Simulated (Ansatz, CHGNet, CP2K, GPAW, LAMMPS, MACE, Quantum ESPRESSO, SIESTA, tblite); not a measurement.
# Amorphous polyacrylonitrile (as short chains C14N4H18) at 360 K (108 atoms): one structure in several programs

How near do other programs and methods come to a plane-wave reference for amorphous polyacrylonitrile (as short chains C14N4H18) at 360 K (108 atoms)? A plane-wave run serves as the reference.

Program: Quantum ESPRESSO 7.5. Level of theory: Kohn-Sham DFT, PBE, SSSP efficiency 1.3.0 pseudopotentials, plane waves. Results are calculated unless marked as measured.

## 1. Set-up

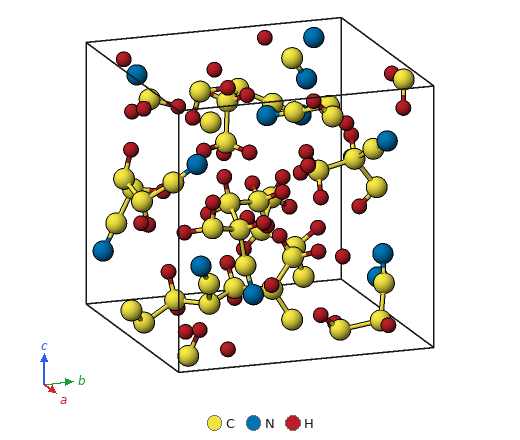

Start, viewed slightly off an axis; carbon yellow, nitrogen blue, hydrogen red. Bonds to atoms that aren't drawn are left out. Some periodic images of atoms are drawn too.

The cell holds 108 atoms: 42 C, 12 N and 54 H. Its edges and angles: a = 10.346 Å, b = 10.346 Å, c = 10.346 Å, α = 90.0°, β = 90.0°, γ = 90.0°. 3 polyacrylonitrile chains of 4 units with methyl end groups placed at random, at 1.09 g/cm³; overlaps pushed apart, then 20 ps at 800 K with MMFF94 bonds, angles, torsions, charges and radii (Halgren, J. Comput. Chem. 17, 490 (1996)) in harmonic and 12-6 forms. Snapshot after 30 ps at 360 K and fixed volume.

## 2. The reference run

pw.in

```
&control
  calculation = 'scf'
  pseudo_dir = './pseudo'
  outdir = './tmp'
  disk_io = 'none'
  tprnfor = .true.
  tstress = .true.
/
&system
  ibrav = 0
  nat = 108
  ntyp = 3
  ecutwfc = 60
  ecutrho = 480
  nosym = .true.
  occupations = 'smearing'
  smearing = 'fd'
  degauss = 0.003675
/
&electrons
  conv_thr = 5.4e-07
  electron_maxstep = 100
  mixing_beta = 0.4
  mixing_mode = 'plain'
  diagonalization = 'david'
/
ATOMIC_SPECIES
C 12.011 C.upf
N 14.007 N.upf
H 1.008 H.upf
CELL_PARAMETERS angstrom
10.34621 0.00000 0.00000
0.00000 10.34621 0.00000
0.00000 0.00000 10.34621
ATOMIC_POSITIONS crystal
C 0.07060 0.70091 0.35933
C 0.16266 0.62867 0.26624
C 0.26048 0.72437 0.21704
C 0.21981 0.77282 0.08786
N 0.19147 0.82295 0.99055
C 0.39845 0.66595 0.21973
C 0.44576 0.56826 0.12032
C 0.46304 0.63946 0.00043
N 0.44865 0.70140 0.91164
C 0.34655 0.45528 0.10850
C 0.41904 0.33119 0.07886
C 0.51480 0.29506 0.18332
[... 92 atom lines left out ...]
H 0.37145 0.90411 0.65748
H 0.35809 0.71086 0.52784
H 0.52300 0.73035 0.47477
H 0.48817 0.68599 0.64375
K_POINTS gamma
```

Launch:

```
OMP_NUM_THREADS=1 mpirun -np 2 pw.x -in pw.in > output.txt
```

Numbers of over 12 decimals in the logs are rounded to 6 here.

Log:

```text
Program PWSCF
     gamma-point specific algorithms are used
     Parallelization info
     sticks:   dense  smooth     PW     G-vecs:    dense   smooth      PW
     Min        7307    3652    914               663515   234576   29182
     Max        7310    3653    915               663518   234577   29183
     Sum       14617    7305   1829              1327033   469153   58365
     bravais-lattice index     =            0
     lattice parameter (alat)  =      19.5515  a.u.
     unit-cell volume          =    7473.7827 (a.u.)^3
     number of atoms/cell      =          108
     number of atomic types    =            3
     number of electrons       =       282.00
     number of Kohn-Sham states=          169
     kinetic-energy cutoff     =      60.0000  Ry
[... lines left out ...]
     scf convergence threshold =      5.4E-07
[... lines left out ...]
     number of k points=     1  Fermi-Dirac smearing, width (Ry)=  0.0037
[... lines left out ...]
     total energy              =   -1078.83364237 Ry
[... lines left out ...]
     total energy              =   -1079.26632958 Ry
[... lines left out ...]
     total energy              =   -1079.43195427 Ry
[... lines left out ...]
     total energy              =   -1079.48472782 Ry
[... lines left out ...]
     total energy              =   -1079.48472855 Ry
[... lines left out ...]
   -17.6672 -17.5636 -17.5324 -17.3697 -17.3416 -17.2399 -17.2004 -17.1948
   -17.1762 -17.0292 -16.8878 -16.6769 -16.3947 -16.1559 -16.1362 -15.8052
   -15.5045 -15.3856 -15.0137 -14.8766 -14.8610 -14.2574 -14.0415 -13.9121
[...]
4.8140   4.8497   4.8801   4.9919   5.0742   5.1608   5.2049   5.2967
     5.3091   5.3523   5.3957   5.5100   5.5622   5.6747   5.7490   5.8134
     5.9180
     the Fermi energy is     0.2717 ev
!    total energy              =   -1079.48472901 Ry
     estimated scf accuracy    <       0.00000026 Ry
     smearing contrib. (-TS)   =       0.00000000 Ry
     internal energy E=F+TS    =   -1079.48472901 Ry
     The total energy is F=E-TS. E is the sum of the following terms:
     one-electron contribution =    -695.77056165 Ry
     hartree contribution      =     439.02732840 Ry
     xc contribution           =    -297.14941537 Ry
     ewald contribution        =    -266.52450907 Ry
     one-center paw contrib.   =    -259.06757132 Ry
     convergence has been achieved in  11 iterations
     Forces acting on atoms (cartesian axes, Ry/au):
     atom    1 type  1   force =    -0.01101775    0.05192929   -0.13177893
     atom    2 type  1   force =    -0.07065853    0.04319841    0.02825199
     atom    3 type  1   force =     0.02872817    0.03019462   -0.03069915
[...]
atom  107 type  3   force =    -0.01430197   -0.00672649    0.02576026
     atom  108 type  3   force =    -0.01504865    0.02014390   -0.03323892
     Total force =     0.845750     Total SCF correction =     0.000664
     Computing stress (Cartesian axis) and pressure
          total   stress  (Ry/bohr**3)                   (kbar)     P=       32.20
   0.00030561  -0.00004813   0.00000268           44.96       -7.08        0.39
  -0.00004813   0.00018611   0.00001045           -7.08       27.38        1.54
   0.00000268   0.00001045   0.00016493            0.39        1.54       24.26
     Message from routine punch:
     Nothing written, as per user request (disk_io='none')
```

The job ended after 1.8 min (2 MPI ranks of Arm Neoverse V2, shared host; peak memory 2.3 GiB).

Banners, paths, timers and routine set-up lines are dropped from the logs unmarked, and long logs keep their key lines alone; longer cuts are marked.

Numbers from this run:

```
r.m.s. force component                           : 1.208 eV/Å
longest force                                    : 5.409 eV/Å
pressure                                         : 3.22 GPa
gap (highest filled to lowest empty level) : 5.888 eV
```

## 3. The other programs

The programs:
- CHGNet: machine-learned potential, published weights.
- CP2K 2026.2: Gaussian basis with GTH pseudopotentials and a plane-wave density; labels give functional, basis (MOLOPT sets; SR short-range, UZH the newer set with its own potentials), grid cutoff/relative cutoff and solver (OT: orbital transformation; TRS4, TC2, SIGN: linear-scaling purification with its sparsity filter), or its built-in tight binding.
- GPAW 26.7.0: PAW with atomic orbitals (LCAO), plane waves or a real-space grid of spacing h.
- MACE: machine-learned potential, published weights.
- Quantum ESPRESSO 7.5: plane waves; labels (QE) give functional, pseudopotential set and cutoffs of waves/density.
- SIESTA 5.4.2: numerical atomic orbitals, whose automatically made sets are far from complete, with PseudoDojo norm-conserving potentials that we converted to its format (checked against plane waves on the same files for H, C, O, Si, Ge and Ca alone); labels give functional, basis size, energy shift and mesh cutoff.
- tblite 0.8.0: extended tight binding, driven from Python.

All use the same cell and atoms; the electronic-structure runs use the same k-mesh, and an electronic temperature of 580 K (0.05 eV) where levels are smeared.

Differences are against the plane-wave reference, forces as r.m.s. over components; share is that over the reference's r.m.s. force, slope the least-squares factor from reference forces to these. Total energies of different programs have different zeros and aren't compared.

| run | Δ force, r.m.s. (meV/Å) | share (%) | slope | Δ pressure (GPa) | Δ gap (eV) | cores | CPU time | memory (GiB) |
| --- | --- | --- | --- | --- | --- | --- | --- | --- |
| reference | - | - | - | - | - | 2 | 3.6 min | 2.3 |
| CHGNet 0.3.0 potential | 242 | 20.0 | 0.962 | -0.107 | - | 1 | 3.9 s | 2.2 |
| CP2K PBE, DZVP-MOLOPT-SR, 210/50 Ry, OT DIIS (coarse) | 134 | 11.1 | 1.025 | 0.556 | 0.143 | 2 | 6.9 min | 0.58 |
| CP2K PBE, DZVP-MOLOPT-SR, 600/50 Ry, OT DIIS | 137 | 11.4 | 1.024 | 0.549 | 0.144 | 4 | 8.9 min | 2.6 |
| CP2K PBE, SZV-MOLOPT-SR, 600/50 Ry, OT DIIS (coarse) | 1888 | 156 | 1.302 | 6.38 | 1.04 | 2 | 5 min | 1.6 |
| GPAW PBE, LCAO dzp, h 0.18 Å | 569 | 47.1 | 1.124 | - | 0.163 | 2 | 89 s | 1.2 |
| MACE MP-0b2 small potential | 180 | 14.9 | 1.016 | -0.683 | - | 1 | 6 s | 0.7 |
| MACE MP-0b3 medium potential | 169 | 14.0 | 0.989 | -0.485 | - | 1 | 8.1 s | 1.4 |
| QE PBE, gbrv-1.5, 40/200 Ry | 136 | 11.2 | 1.049 | 0.519 | 0.0066 | 2 | 85 s | 0.76 |
| SIESTA PBE, DZ, shift 0.01 Ry, mesh 500 Ry (coarse) | 893 | 73.9 | 1.189 | 4.28 | 0.448 | 2 | 90 s | 1.1 |
| SIESTA PBE, DZP, shift 0.01 Ry, mesh 500 Ry | 723 | 59.8 | 1.170 | 3.86 | 0.148 | 2 | 3.5 min | 1.7 |
| SIESTA PBE, DZP, shift 0.02 Ry, mesh 500 Ry | 552 | 45.7 | 1.144 | 1.15 | 0.249 | 2 | 2.5 min | 1.4 |
| SIESTA PBE, SZP, shift 0.01 Ry, mesh 500 Ry (coarse) | 1914 | 158 | 1.361 | 10.1 | 0.335 | 2 | 2.8 min | 1.6 |
| tblite GFN1-xTB | 476 | 39.4 | 0.951 | -3.48 | - | 1 | 2 s | 0.16 |
| tblite GFN2-xTB | 591 | 48.9 | 0.931 | -4.22 | - | 1 | 7.8 s | 0.16 |

Rows marked coarse were listed beforehand as settings not expected to be converged; some can still land near the reference.

Times of the machine-learned potentials are mostly Python's start and the loading of weights.

CPU time is summed over cores on a shared host, where runs went side by side, so it is rough. Symmetry, cutoffs, thresholds, outputs and thread counts weren't matched or tuned between programs; memory under MPI is the largest rank's times the ranks.

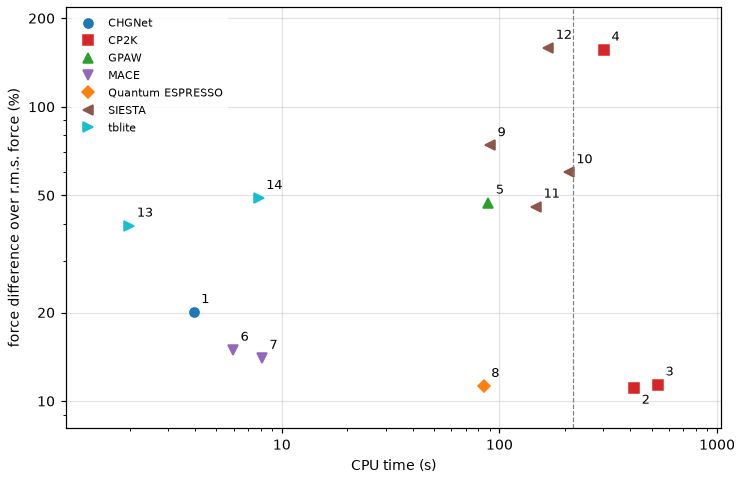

Force difference against CPU time; the dashed line marks the reference's time. Points: 1 CHGNet 0.3.0 potential; 2 CP2K PBE, DZVP-MOLOPT-SR, 210/50 Ry, OT DIIS; 3 CP2K PBE, DZVP-MOLOPT-SR, 600/50 Ry, OT DIIS; 4 CP2K PBE, SZV-MOLOPT-SR, 600/50 Ry, OT DIIS; 5 GPAW PBE, LCAO dzp, h 0.18 Å; 6 MACE MP-0b2 small potential; 7 MACE MP-0b3 medium potential; 8 QE PBE, gbrv-1.5, 40/200 Ry; 9 SIESTA PBE, DZ, shift 0.01 Ry, mesh 500 Ry; 10 SIESTA PBE, DZP, shift 0.01 Ry, mesh 500 Ry; 11 SIESTA PBE, DZP, shift 0.02 Ry, mesh 500 Ry; 12 SIESTA PBE, SZP, shift 0.01 Ry, mesh 500 Ry; 13 tblite GFN1-xTB; 14 tblite GFN2-xTB.

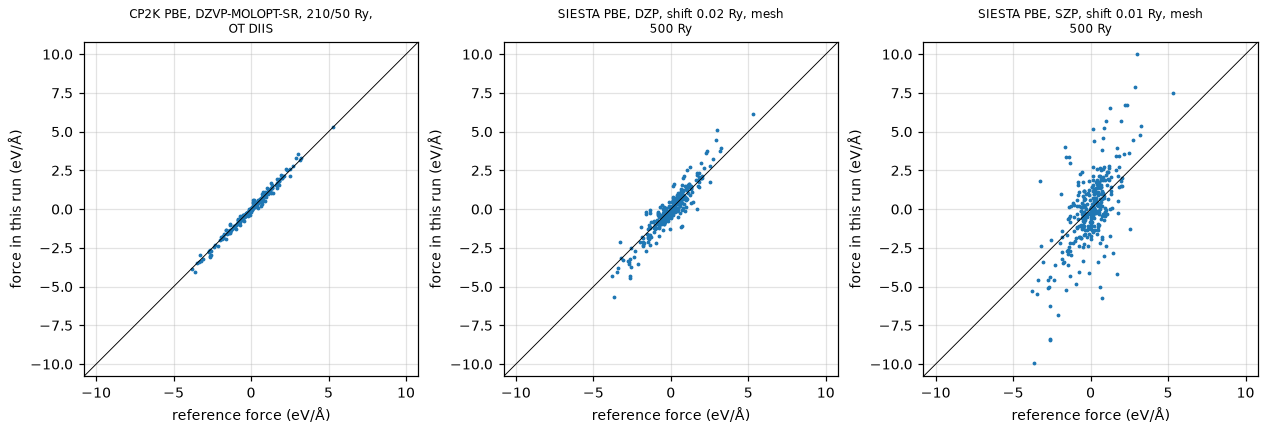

Force components against those of the reference; the line marks equality.

Left out of the table, since they converged to an unphysical state: CP2K PBE, DZVP-MOLOPT-SR, 600/50 Ry, TC2 filter 1e-07, SCF 1e-07 (forces off by up to 303 eV/Å); CP2K PBE, DZVP-MOLOPT-SR, 600/50 Ry, TC2 filter 1e-03, SCF 1e-04 (forces off by up to 303 eV/Å); CP2K PBE, DZVP-MOLOPT-SR, 600/50 Ry, TC2 filter 1e-05, SCF 1e-06 (forces off by up to 303 eV/Å).

Mean charges by element (e), by run and scheme:

| run | scheme | C | N | H |
| --- | --- | --- | --- | --- |
| CP2K PBE, DZVP-MOLOPT-SR, 600/50 Ry, OT DIIS | Mulliken | +0.01 | -0.40 | +0.08 |
| CP2K PBE, DZVP-MOLOPT-SR, 600/50 Ry, OT DIIS | Hirshfeld | -0.01 | -0.17 | +0.04 |
| SIESTA PBE, DZP, shift 0.01 Ry, mesh 500 Ry | Hirshfeld | +0.01 | -0.17 | +0.03 |
| SIESTA PBE, DZP, shift 0.02 Ry, mesh 500 Ry | Hirshfeld | +0.03 | -0.16 | +0.01 |
| tblite GFN1-xTB | Mulliken | +0.03 | -0.31 | +0.05 |
| tblite GFN2-xTB | Mulliken | 0.00 | -0.25 | +0.05 |

Within one program, basis, potentials and functional, energies share a zero. Each run against its twin at the usual cutoff or grid and solver:

| run | twin | Δ energy (meV/atom) | Δ force, r.m.s. (meV/Å) | CPU time over the twin's |
| --- | --- | --- | --- | --- |
| CP2K PBE, DZVP-MOLOPT-SR, 210/50 Ry, OT DIIS | DZVP-MOLOPT-SR, 600/50 Ry, OT DIIS | -0.142 | 27.9 | 0.78 (this twin ran on 4 cores) |

## 4. Results

| Property | Result |
| --- | --- |
| reference r.m.s. force component | 1.21 eV/Å |
| nearest in forces | a tie at 11 % of 3 runs: CP2K PBE, DZVP-MOLOPT-SR, 210/50 Ry, OT DIIS (coarse); CP2K PBE, DZVP-MOLOPT-SR, 600/50 Ry, OT DIIS; QE PBE, gbrv-1.5, 40/200 Ry |
| farthest in forces | SIESTA PBE, SZP, shift 0.01 Ry, mesh 500 Ry (coarse), 158 % |
| cheapest electronic-structure run beside the reference | tblite GFN1-xTB, 2 s of CPU time |

What this shows: PBE on plane waves or a grid with other potentials, cutoffs or grids, coarse settings apart, differs from the reference by 11 % (QE PBE, gbrv-1.5, 40/200 Ry) of the r.m.s. force; potentials, valence shells or grid differ, and the table alone doesn't part them. The PBE runs in local orbitals, coarse settings apart, differ by 11 % (CP2K PBE, DZVP-MOLOPT-SR, 600/50 Ry, OT DIIS) to 60 % (SIESTA PBE, DZP, shift 0.01 Ry, mesh 500 Ry); basis, grid and potentials can all enter. Tight binding differs by 39 % (tblite GFN1-xTB) to 49 % (tblite GFN2-xTB); it is another model, with fitted parameters of its own, and the xTB methods hold dispersion. Machine-learned potentials differ by 14 % (MACE MP-0b3 medium potential) to 20 % (CHGNet 0.3.0 potential); they were trained on other programs' data. Runs with settings chosen to be coarse differ by 11 % (CP2K PBE, DZVP-MOLOPT-SR, 210/50 Ry, OT DIIS) to 158 % (SIESTA PBE, SZP, shift 0.01 Ry, mesh 500 Ry), their programs' other errors included. Of the electronic-structure runs that take under half the reference's CPU time, QE PBE, gbrv-1.5, 40/200 Ry comes nearest, at 11 % in 85 s against 3.6 min. At the same functional, gaps differ from the reference's 5.89 eV by between +0.01 and +1.04 eV. A likely cause of the wide gaps: compact atomic orbitals describe empty levels worse than filled ones. In pressure, SIESTA PBE, SZP, shift 0.01 Ry, mesh 500 Ry misses by +10.1 GPa, at the same functional. Charges hang on model, scheme and program or settings: among these rows the mean for N runs from -0.40 to -0.16 e. In the reference: filled and empty levels are parted by 5.89 eV (on the run's k-points); a semilocal functional tends to put such gaps too low. In a disordered cell it changes from sample to sample, and tail or defect levels can set it. Periodic xTB results under one method name differ between programs and library versions. The reference's pressure holds the uncorrected Pulay stress of its 60 Ry basis, so small pressure differences, and their order, may be the reference's own error. Machine-learned potentials mimic data converged in k, so the reference's own k-point error enters their differences. The network of contacts between molecules at the start is that of the classical potential that made the cell, and needn't be the one that DFT or experiment would give. The reference's PBE has no dispersion term, which matters for the binding between molecules or layers. The density was typed from a rule of thumb and may lie off the real one at this temperature. The electronic-structure runs sample only Γ, in a cell whose shortest periodic width is 10 Å.

[Also dropped from logs without a mark: logging warnings of Python, and SIESTA's first energy breakdown and zero terms.]

[Logs are printed without paths, hosts, clocks, repeated set-up lines and the standing remarks that a program may print on its own settings, such as how far it seeks lower states.]

[Hosts, paths, dates, database ids (printed as entryN), source tags and the programs' standing remarks are cut or masked in the printed files.]

[The MMFF94 radii named for the starting cell were scaled by 0.96; in molecules described by MMFF94, hydrogen bound to N, O or S took a small fixed 12-6 site in their place.]
